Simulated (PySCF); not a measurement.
## Electronic structure of C$_{8}$H$_{9}$NO (SMILES [O-][n+]1ccc(C2CC2)cc1) in real space

```csv
atom,x (Å),y (Å),z (Å)
O,4.0181,-0.2631,0.2113
N,2.7756,-0.0863,0.1698
C,2.2313,1.1206,0.4516
C,0.8758,1.3315,0.4138
C,-0.0036,0.3019,0.0784
C,-1.4570,0.5387,0.0414
C,-2.3277,-0.1550,-0.9763
C,-2.4270,-0.5379,0.4608
C,0.5775,-0.9335,-0.2092
C,1.9386,-1.0988,-0.1577
H,2.9386,1.8946,0.7063
H,0.4967,2.3141,0.6492
H,-1.7313,1.5562,0.2932
H,-3.1331,0.4117,-1.4174
H,-1.8524,-0.8386,-1.6627
H,-2.0205,-1.4875,0.7732
H,-3.3013,-0.2368,1.0172
H,-0.0301,-1.7835,-0.4766
H,2.4220,-2.0390,-0.3737
```

Geometry: GFN2-xTB.

Computed with PBE0/pcSseg-1, SCF density, gas phase, non-relativistic in PySCF 2.14.0.

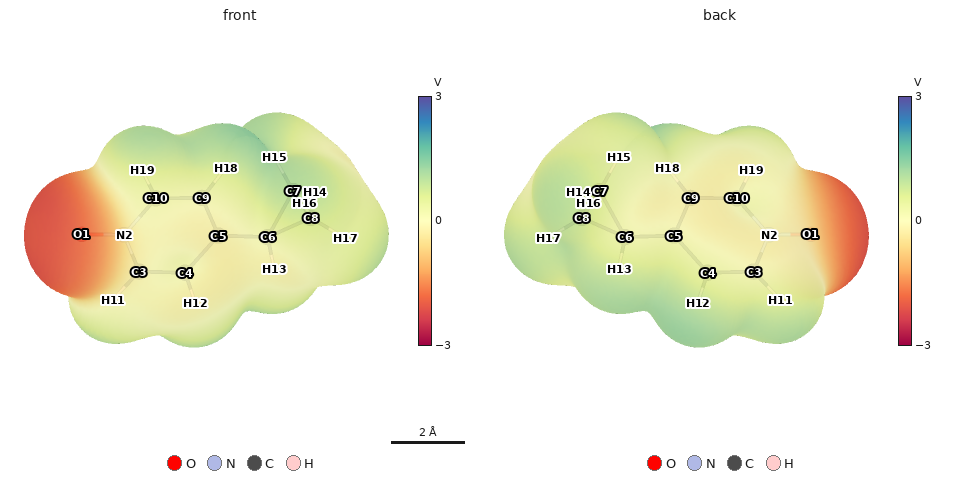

Figure 1. The electrostatic potential painted on the density surface at 0.002 e/bohr³, seen from the front and from behind; the colour scale runs from red (negative) to blue (positive).

### Where is the surface potential most negative and most positive?

The most negative region (about −2.1 V) lies over O1, the most positive (about +1.4 V) over H12 and H18. O1 is the likeliest acceptor of a hydrogen bond.

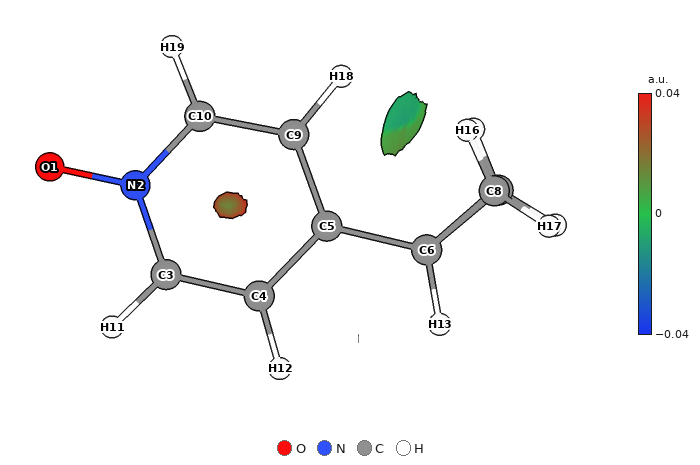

Figure 2. Non-covalent interaction (NCI) plot: the surface where the reduced density gradient is 0.6, for densities under 0.05 a.u., coloured by sign(λ₂)ρ; seen across its widest extent.

### Identify the weak interactions.

- Between H15 and C7 on one side and C9 and H18 on the other: a weak contact, attractive (blue-green) on one side and crowded (olive to red) on the other
- Inside the ring or cage of N2, C3, C4, C5, C9 and C10: steric crowding (red)

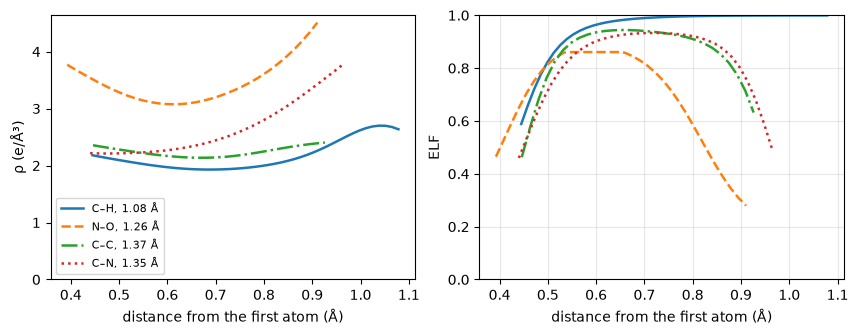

Figure 3. Electron density and ELF along straight lines between neighbouring atoms. The curves leave out the atomic cores.

### What kind of bonding do the profiles show?

C–H (1.08 Å): ρ is about 2 e/Å³ halfway; the ELF climbs to about 1 towards the hydrogen, as it does in any bond to H (a covalent bond by its length).
N–O (1.26 Å): ρ is about 3.1 e/Å³ halfway; the ELF peaks at about 0.85 between the atoms, as expected for localised, covalent bonding.
C–C (1.37 Å): the density is about 2.1 e/Å³ at the midpoint; the ELF peaks at about 0.95 between the atoms (a covalent bond).
C–N (1.35 Å): the density is about 2.4 e/Å³ at the midpoint; the ELF peaks at about 0.95 between the atoms (a covalent bond).
